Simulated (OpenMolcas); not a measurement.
# Bi: CASSCF and CASPT2 terms and fine-structure levels, part 2 of 2

Aim: the low terms and levels of Bi, with their order and spacing, then second-order correlation under several settings.

OpenMolcas 26.06; ANO-RCC, DKH2, active space 5 electrons in 8 orbitals (6s 6p 7s 7p), orbitals: per spin and parity. The steps go on from the part before.

**7. CASPT2: IPEA 0.25, imaginary shift 0.1 (closed shells correlated: 5d)**

a.inp

```
>>> COPY JOB001 $Project.JobIph
&CASPT2
Multistate=1 1
Frozen=15 19
IPEA=0.25
Imaginary=0.1
MaxIter=60
WThr=0.0 0.3 0.05
PrWF=0.5
NoMix
>>> COPY JOB002 $Project.JobIph
&CASPT2
Multistate=8 1 2 3 4 5 6 7 8
Frozen=15 19
IPEA=0.25
Imaginary=0.1
MaxIter=60
WThr=0.0 0.3 0.05
PrWF=0.5
NoMix
```

Log:

```text
Orbital specifications:
      -----------------------

      Symmetry species                           1   2
                                                ag  au
      Frozen orbitals                           15  19
      Inactive orbitals                          5   0
      Active orbitals                            2   6
      Secondary orbitals                        70  47
      Deleted orbitals                           0   0
      Number of basis functions                 92  72
Type of calculation                        SS-CASPT2
      Fock operator                              state-specific
      IPEA shift                                 0.25
      Real shift                                 0.00
      Imaginary shift                            0.10
      The input orbitals will be transformed to quasi-canonical
Reference energy:      -21509.8953372197
      E2 (Non-variational):      -0.5066649622
      Shift correction:          -0.0003765756
      E2 (Variational):          -0.5070415378
      Total energy:          -21510.4023787575
      Residual norm:              0.0000004195
      Reference weight:           0.90372
      Contributions to the CASPT2 correlation energy
      Active & Virtual Only:         -0.0470866476
      One Inactive Excited:          -0.1522085870
      Two Inactive Excited:          -0.3073697277
::    CASPT2 Root  1     Total energy: -21510.40237876
Orbital specifications:
      -----------------------

      Symmetry species                           1   2
                                                ag  au
      Frozen orbitals                           15  19
      Inactive orbitals                          5   0
      Active orbitals                            2   6
      Secondary orbitals                        70  47
      Deleted orbitals                           0   0
      Number of basis functions                 92  72
Type of calculation                        MS-CASPT2
      Fock operator                              state-specific
      IPEA shift                                 0.25
      Real shift                                 0.00
      Imaginary shift                            0.10
      The input orbitals will be transformed to quasi-canonical
Reference energy:      -21509.8388771202
      E2 (Non-variational):      -0.5197218352
      Shift correction:          -0.0005368934
      E2 (Variational):          -0.5202587286
      Total energy:          -21510.3591358489
      Residual norm:              0.0000004380
      Reference weight:           0.89295
      Contributions to the CASPT2 correlation energy
      Active & Virtual Only:         -0.0606533911
      One Inactive Excited:          -0.1516207694
      Two Inactive Excited:          -0.3074476747
Reference energy:      -21509.8388771202
      E2 (Non-variational):      -0.5196053901
      Shift correction:          -0.0005356375
      E2 (Variational):          -0.5201410276
      Total energy:          -21510.3590181478
      Residual norm:              0.0000004204
      Reference weight:           0.89305
      Contributions to the CASPT2 correlation energy
      Active & Virtual Only:         -0.0605647308
      One Inactive Excited:          -0.1515930956
      Two Inactive Excited:          -0.3074475638
::    CASPT2 Root  1     Total energy: -21510.35913585
::    CASPT2 Root  2     Total energy: -21510.35901815
::    CASPT2 Root  3     Total energy: -21510.35917552
::    CASPT2 Root  4     Total energy: -21510.35952512
::    CASPT2 Root  5     Total energy: -21510.35875871
::    CASPT2 Root  6     Total energy: -21510.32610399
::    CASPT2 Root  7     Total energy: -21510.32610271
::    CASPT2 Root  8     Total energy: -21510.32610271
::    MS-CASPT2 Root  1     Total energy: -21510.35957368
::    MS-CASPT2 Root  2     Total energy: -21510.35952256
::    MS-CASPT2 Root  3     Total energy: -21510.35918442
::    MS-CASPT2 Root  4     Total energy: -21510.35915174
::    MS-CASPT2 Root  5     Total energy: -21510.35818094
::    MS-CASPT2 Root  6     Total energy: -21510.32610399
::    MS-CASPT2 Root  7     Total energy: -21510.32610271
::    MS-CASPT2 Root  8     Total energy: -21510.32610271
```

Time for this run: 30 s (1 thread, shared host).

SS-CASPT2: lowest energy less the reference's lowest, -0.5070 hartree; reference weights 0.892 to 0.904. These are the single-state energies of the run (the lines without MS-).

Fine-structure levels, from the RASSI matrix with the averaged CASPT2 term energies on its diagonal:

```
Configuration  Term    J  E (cm⁻¹)  Leading %
      6s² 6p³   ⁴S°  3/2       0.0         69
      6s² 6p³   ²D°  3/2     10100         66
      6s² 6p³   ²D°  5/2     14120        100
      6s² 6p³   ²P°  1/2     21190        100
      6s² 6p³   ²P°  3/2     29630         68
```

Transitions at SS-CASPT2 energies (vacuum wavelengths; branching counts decays inside the model space alone):

| upper | lower | type | λ (nm) | A (s-1) | branching % |
| --- | --- | --- | --- | --- | --- |
| 6s² 6p³ ²P°_3/2 | 6s² 6p³ ⁴S°_3/2 | M1 | 337.5 | 1.25e+01 | 11.3 |
| 6s² 6p³ ²P°_3/2 | 6s² 6p³ ⁴S°_3/2 | E2 | 337.5 | 3.40e-02 | 0.0 |
| 6s² 6p³ ²P°_1/2 | 6s² 6p³ ⁴S°_3/2 | M1 | 472 | 3.61e+01 | 81.3 |
| 6s² 6p³ ²P°_1/2 | 6s² 6p³ ⁴S°_3/2 | E2 | 472 | 4.45e+00 | 10.0 |
| 6s² 6p³ ²P°_3/2 | 6s² 6p³ ²D°_3/2 | M1 | 512.1 | 6.86e+01 | 62.2 |
| 6s² 6p³ ²P°_3/2 | 6s² 6p³ ²D°_3/2 | E2 | 512.1 | 3.49e+00 | 3.2 |
| 6s² 6p³ ²P°_3/2 | 6s² 6p³ ²D°_5/2 | M1 | 644.8 | 1.48e+01 | 13.4 |
| 6s² 6p³ ²P°_3/2 | 6s² 6p³ ²D°_5/2 | E2 | 644.8 | 7.23e+00 | 6.6 |
| 6s² 6p³ ²D°_5/2 | 6s² 6p³ ⁴S°_3/2 | M1 | 708.3 | 2.94e+00 | 68.2 |
| 6s² 6p³ ²D°_5/2 | 6s² 6p³ ⁴S°_3/2 | E2 | 708.3 | 9.08e-01 | 21.0 |
| 6s² 6p³ ²P°_1/2 | 6s² 6p³ ²D°_3/2 | M1 | 902.1 | 2.63e+00 | 5.9 |
| 6s² 6p³ ²P°_1/2 | 6s² 6p³ ²D°_3/2 | E2 | 902.1 | 1.13e+00 | 2.5 |
| 6s² 6p³ ²D°_3/2 | 6s² 6p³ ⁴S°_3/2 | M1 | 990.1 | 1.70e+01 | 99.3 |
| 6s² 6p³ ²D°_3/2 | 6s² 6p³ ⁴S°_3/2 | E2 | 990.1 | 1.19e-01 | 0.7 |
| 6s² 6p³ ²P°_3/2 | 6s² 6p³ ²P°_1/2 | M1 | 1185 | 3.71e+00 | 3.4 |
| 6s² 6p³ ²P°_3/2 | 6s² 6p³ ²P°_1/2 | E2 | 1185 | 4.77e-02 | 0.0 |
| 6s² 6p³ ²P°_1/2 | 6s² 6p³ ²D°_5/2 | E2 | 1415 | 1.18e-01 | 0.3 |
| 6s² 6p³ ²D°_5/2 | 6s² 6p³ ²D°_3/2 | M1 | 2488 | 4.64e-01 | 10.8 |
| 6s² 6p³ ²D°_5/2 | 6s² 6p³ ²D°_3/2 | E2 | 2488 | 8.37e-04 | 0.0 |

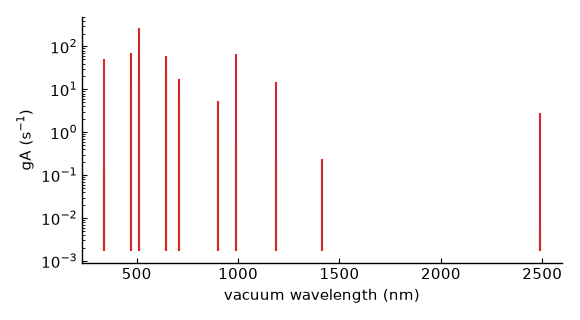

The lines as sticks of height gA, A times the degeneracy of the upper level: electric dipole blue, forbidden lines red.

**8. CASPT2: IPEA 0.25, real shift 0.2 (closed shells correlated: 5d)**

a.inp, as its differences from that of step 7:

```diff
@@ -5,3 +5,3 @@
 IPEA=0.25
-Imaginary=0.1
+Shift=0.2
 MaxIter=60
@@ -15,3 +15,3 @@
 IPEA=0.25
-Imaginary=0.1
+Shift=0.2
 MaxIter=60
```

Log:

```text
Orbital specifications:
      -----------------------

      Symmetry species                           1   2
                                                ag  au
      Frozen orbitals                           15  19
      Inactive orbitals                          5   0
      Active orbitals                            2   6
      Secondary orbitals                        70  47
      Deleted orbitals                           0   0
      Number of basis functions                 92  72
Type of calculation                        SS-CASPT2
      Fock operator                              state-specific
      IPEA shift                                 0.25
      Real shift                                 0.20
      Imaginary shift                            0.00
      The input orbitals will be transformed to quasi-canonical
Reference energy:      -21509.8953372197
      E2 (Non-variational):      -0.4870107482
      Shift correction:          -0.0188039731
      E2 (Variational):          -0.5058147212
      Total energy:          -21510.4011519409
      Residual norm:              0.0000001635
      Reference weight:           0.91406
      Contributions to the CASPT2 correlation energy
      Active & Virtual Only:         -0.0423232929
      One Inactive Excited:          -0.1455452731
      Two Inactive Excited:          -0.2991421822
::    CASPT2 Root  1     Total energy: -21510.40115194
Orbital specifications:
      -----------------------

      Symmetry species                           1   2
                                                ag  au
      Frozen orbitals                           15  19
      Inactive orbitals                          5   0
      Active orbitals                            2   6
      Secondary orbitals                        70  47
      Deleted orbitals                           0   0
      Number of basis functions                 92  72
Type of calculation                        MS-CASPT2
      Fock operator                              state-specific
      IPEA shift                                 0.25
      Real shift                                 0.20
      Imaginary shift                            0.00
      The input orbitals will be transformed to quasi-canonical
Reference energy:      -21509.8388771202
      E2 (Non-variational):      -0.4980092747
      Shift correction:          -0.0206017207
      E2 (Variational):          -0.5186109954
      Total energy:          -21510.3574881156
      Residual norm:              0.0000001289
      Reference weight:           0.90661
      Contributions to the CASPT2 correlation energy
      Active & Virtual Only:         -0.0538025571
      One Inactive Excited:          -0.1449850843
      Two Inactive Excited:          -0.2992216334
Reference energy:      -21509.8388771202
      E2 (Non-variational):      -0.4979122952
      Shift correction:          -0.0205843832
      E2 (Variational):          -0.5184966784
      Total energy:          -21510.3573737986
      Residual norm:              0.0000001262
      Reference weight:           0.90668
      Contributions to the CASPT2 correlation energy
      Active & Virtual Only:         -0.0537309572
      One Inactive Excited:          -0.1449597980
      Two Inactive Excited:          -0.2992215400
::    CASPT2 Root  1     Total energy: -21510.35748812
::    CASPT2 Root  2     Total energy: -21510.35737380
::    CASPT2 Root  3     Total energy: -21510.35752686
::    CASPT2 Root  4     Total energy: -21510.35784946
::    CASPT2 Root  5     Total energy: -21510.35712464
::    CASPT2 Root  6     Total energy: -21510.32464098
::    CASPT2 Root  7     Total energy: -21510.32463974
::    CASPT2 Root  8     Total energy: -21510.32463974
::    MS-CASPT2 Root  1     Total energy: -21510.35785620
::    MS-CASPT2 Root  2     Total energy: -21510.35783361
::    MS-CASPT2 Root  3     Total energy: -21510.35753257
::    MS-CASPT2 Root  4     Total energy: -21510.35750024
::    MS-CASPT2 Root  5     Total energy: -21510.35664025
::    MS-CASPT2 Root  6     Total energy: -21510.32464098
::    MS-CASPT2 Root  7     Total energy: -21510.32463974
::    MS-CASPT2 Root  8     Total energy: -21510.32463974
```

This run: 30 s of run time, 1 thread, shared host.

SS-CASPT2: lowest energy less the reference's lowest, -0.5058 hartree; reference weights 0.906 to 0.914. These are the single-state energies of the run (the lines without MS-).

Fine-structure levels, from the RASSI matrix with the averaged CASPT2 term energies on its diagonal:

```tsv
Configuration	Term	J	E (cm⁻¹)	g	Leading %	Second
6s² 6p³	⁴S°	3/2	0.0	1.748	70	21 ²P°
6s² 6p³	²D°	3/2	10150	1.135	66	23 ⁴S°
6s² 6p³	²D°	5/2	14190	1.200	100	
6s² 6p³	²P°	1/2	21220	0.666	100	
6s² 6p³	²P°	3/2	29670	1.252	68	24 ²D°
```

**9. The methods side by side**

A. CASSCF
B. SS-CASPT2, IPEA 0.25, imaginary shift 0.1 (closed shells correlated: 5d)
C. SS-CASPT2, IPEA 0.25, real shift 0.2 (closed shells correlated: 5d)

Energies in cm⁻¹ above each method's lowest level; measured values from NIST Handbook of Basic Atomic Spectroscopic Data.

| level | A | B | C | measured |
| --- | --- | --- | --- | --- |
| 6s² 6p³ ⁴S°_3/2 | 0.0 | 0.0 | 0.0 | 0.0 |
| 6s² 6p³ ²D°_3/2 | 11719 | 10100 | 10150 | 11419 |
| 6s² 6p³ ²D°_5/2 | 16589 | 14120 | 14190 | 15438 |
| 6s² 6p³ ²P°_1/2 | 21780 | 21190 | 21220 | 21661 |
| 6s² 6p³ ²P°_3/2 | 30645 | 29630 | 29670 | 33165 |

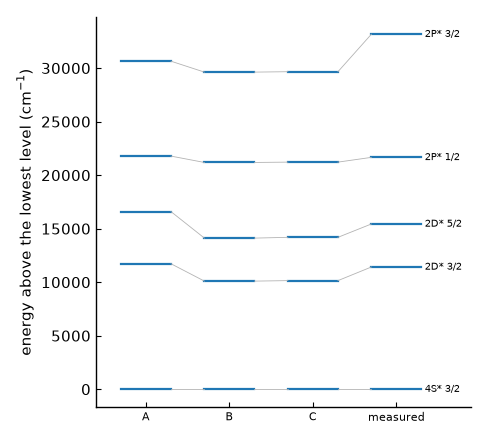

The same levels, method by method, beside the measured ones.

Mean absolute deviation from the 4 measured excited levels that all methods hold: A 1000 cm⁻¹, B 1700 cm⁻¹, C 1600 cm⁻¹.

**10. Outcome**

What follows sums up all 2 parts.

| quantity | value |
| --- | --- |
| method | SS-CASPT2, IPEA 0.25, imaginary shift 0.1 (closed shells correlated: 5d) |
| lowest level | 6s² 6p³ ⁴S°_3/2, 69 % of that term, g = 1.746 |
| ground level listed by NIST | 4S°3/2 |
| first excited level | 6s² 6p³ ²D°_3/2 at 10100 cm⁻¹ |
| spin-orbit lowering of the lowest level | 4530 cm⁻¹ |
| strongest of the lines computed, by gA (one parity, so forbidden lines), at SS-CASPT2 energies | 6s² 6p³ ²P°_3/2 → 6s² 6p³ ²D°_3/2, 512.1 nm, A = 6.86e+01 s⁻¹ |

What each method costs and misses:

| method | time of its own steps | time with the reference | mean absolute difference from the measured levels (cm-1) |
| --- | --- | --- | --- |
| A. CASSCF | 61 s | 61 s | 1000 |
| B. SS-CASPT2, IPEA 0.25, imaginary shift 0.1, +5d | 30 s | 91 s | 1700 |
| C. SS-CASPT2, IPEA 0.25, real shift 0.2, +5d | 30 s | 91 s | 1600 |

Times are of one thread on a shared host.

In words: Second-order correlation (method B) scales the levels of the lowest configuration above 5000 cm⁻¹ by 0.85 to 0.97. Method A lies closest to the measured levels (1000 cm⁻¹ on average) and B farthest (1700). Only the configurations of the active space and the roots asked for are present. The lowest level holds only 69 % of its leading term, so the LS label is a loose one. Not all states of the active space went into the spin-orbit step. Measured levels are paired by their LS label, which is uncertain where the leading share is low. CASPT2 does not keep the components of a term degenerate, and the means are used. The levels of the extra active shells were not computed. No d shell is active. Spin-orbit splittings of 6p shells come out too small at this level. Levels of other configurations are missing from the list.
